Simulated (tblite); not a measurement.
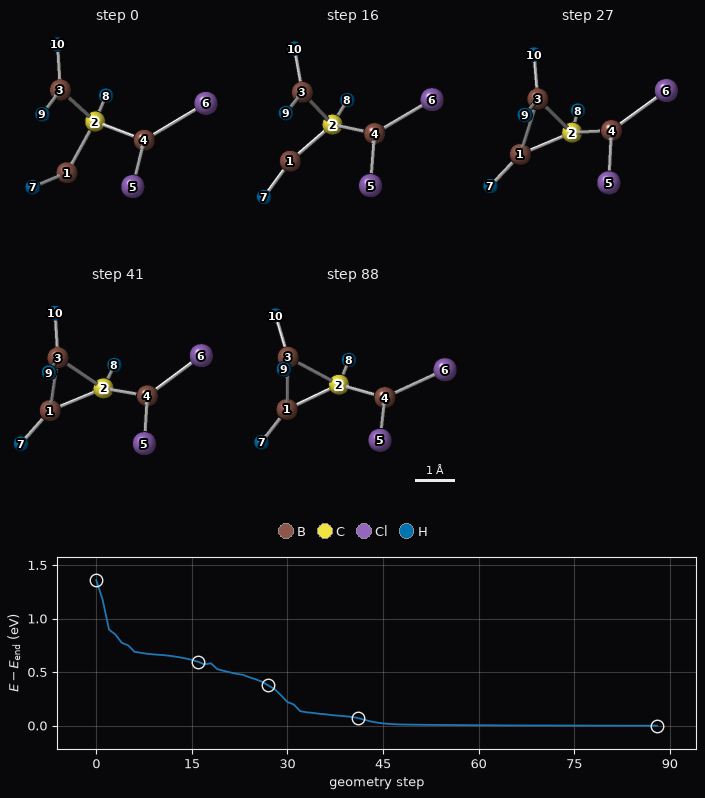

Frames of a relaxation of CH4B3Cl2 (multiplicity 2), marked on the history of the run. Style: ball-and-stick. Shown face on.

These are results of GFN2-xTB geometry optimisation, gas phase (tblite), not measurements. 

### Describe the path.

The atom that moves furthest after the best rigid fit is B1 (0.84 Å). Largest moves by element: B 0.84 Å, H 0.68 Å, Cl 0.36 Å, C 0.26 Å. Near-neighbour distances that change, for instance: B1–B3 2.619 → 1.686 Å, C2–B3 1.585 → 1.763 Å, B4–Cl6 1.857 → 1.739 Å, B4–Cl5 1.838 → 1.736 Å. New bonds form, among them: B1–B3 (2.62 → 1.69 Å). Among the angles between lasting bonds that change: B1–C2–B3 111.4° → 61.8°, C2–B1–H7 114.8° → 148.3°, B1–C2–B4 105.7° → 129.5°. The energy falls by 1.361 eV in 88 geometry steps. Cost: 0.43 s on 1 thread of Arm Neoverse V2, with other jobs on the host. From step 0 to 16: B1 moves most (0.52 Å), energy −0.765 eV. From step 16 to 27: H7 moves most (0.38 Å), energy −0.220 eV. From step 27 to 41: B3 moves most (0.29 Å), energy −0.304 eV. From step 41 to 88: Cl6 moves most (0.49 Å), energy −0.072 eV.
